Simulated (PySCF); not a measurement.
```xyz
22

Si   -3.0825    0.8608    0.2422
C    -1.1818    0.7657    0.1456
C    -0.7172   -0.5834   -0.3375
C    -0.6102   -1.7535    0.5997
C     0.6308   -1.1402    0.0220
Cl    1.4578   -2.0630   -1.2379
C     1.6193   -0.3873    0.8778
O     2.0725    0.7905    0.2961
Si    2.6703    1.0745   -1.1880
H    -3.4648    2.1982    0.6941
H    -3.5642   -0.1443    1.1920
H    -3.6496    0.5952   -1.0805
H    -0.8000    1.5338   -0.5297
H    -0.7530    0.9781    1.1244
H    -1.0555   -0.8171   -1.3410
H    -0.7983   -1.5880    1.6505
H    -0.9040   -2.7312    0.2501
H     2.4740   -1.0423    1.0971
H     1.1482   -0.1161    1.8301
H     1.6563    0.9093   -2.2323
H     3.0301    2.4695   -0.9845
H     3.8114    0.2101   -1.4917
```

Geometry: GFN2-xTB.

Theory: PySCF, PBE0/pcSseg-1, SCF density, gas phase, non-relativistic.

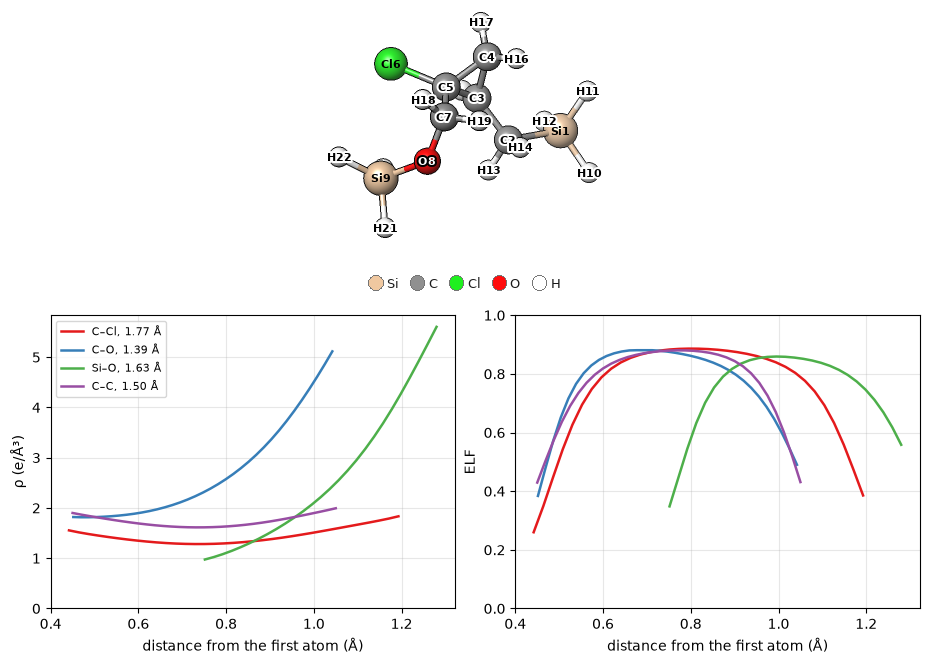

C5H13ClOSi2. Electron density and electron localisation function along straight lines between neighbouring atoms. The curves leave out the atomic cores. The structure is drawn too.

### What can be read from the curves?

C–Cl (1.77 Å): ρ is about 1.4 e/Å³ halfway; the ELF peaks at about 0.90 between the atoms (a shared electron pair).
C–O (1.39 Å): ρ at the midpoint is about 2.1 e/Å³, with its minimum of 1.8 e/Å³ about 0.5 Å from C; the ELF peaks at about 0.90 between the atoms, as expected for a polar covalent bond.
Si–O (1.63 Å): ρ is about 1.1 e/Å³ halfway; the ELF peaks at about 0.85 between the atoms; a polar covalent bond.
C–C (1.50 Å): ρ is about 1.6 e/Å³ halfway; the ELF peaks at about 0.90 between the atoms, as expected for a shared electron pair.
